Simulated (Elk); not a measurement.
Band structure of Sr (Fm-3m, 1 atom in the cell).

```xyz
1
Lattice="0.0000 2.9759 2.9759 2.9759 0.0000 2.9759 2.9759 2.9759 0.0000" Properties=species:S:1:pos:R:3 pbc="T T T"
Sr     0.0000     0.0000     0.0000
```

Method: Elk 10.2.4 with PBE, all-electron FP-LAPW, Elk's shipped species files, APW+lo basis with extra local orbitals.

Settings: xctype = 20; rgkmax = 8; stype = 3; swidth = 0.00367493 Ha; ngridk = 8 8 8; gmaxvr = 16 1/bohr; nxlo = 2; lorbcnd = true; lmaxi = 2.

The starting cell has typed, rounded lattice constants, without a prior relaxation at this level. Its lattice was rescaled by a random factor within 2.5 % of one. Values depend on the basis (sphere radii, cutoffs, local orbitals), which need not be converged.

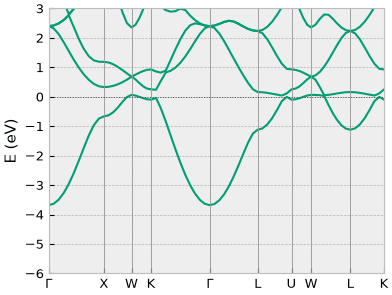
*Bands along the path, energies from the Fermi level.*

Levels in eV from the Fermi level, bands 2 to 8:
```json
[
 {"point": "Γ", "2": "-18.35", "3": "-18.35", "4": "-18.35", "5": "-3.68", "6": "2.40", "7": "2.40", "8": "2.40"},
 {"point": "X", "2": "-18.57", "3": "-18.43", "4": "-18.43", "5": "-0.67", "6": "0.33", "7": "1.19", "8": "5.03"},
 {"point": "W", "2": "-18.50", "3": "-18.50", "4": "-18.43", "5": "0.07", "6": "0.68", "7": "0.68", "8": "2.36"},
 {"point": "K", "2": "-18.53", "3": "-18.48", "4": "-18.41", "5": "-0.10", "6": "0.25", "7": "0.93", "8": "3.53"},
 {"point": "L", "2": "-18.58", "3": "-18.38", "4": "-18.38", "5": "-1.12", "6": "0.16", "7": "2.23", "8": "2.23"},
 {"point": "U", "2": "-18.53", "3": "-18.48", "4": "-18.41", "5": "-0.10", "6": "0.25", "7": "0.93", "8": "3.53"}
]
```

Bands cross the Fermi level along this path, so the cell is metallic at this level.
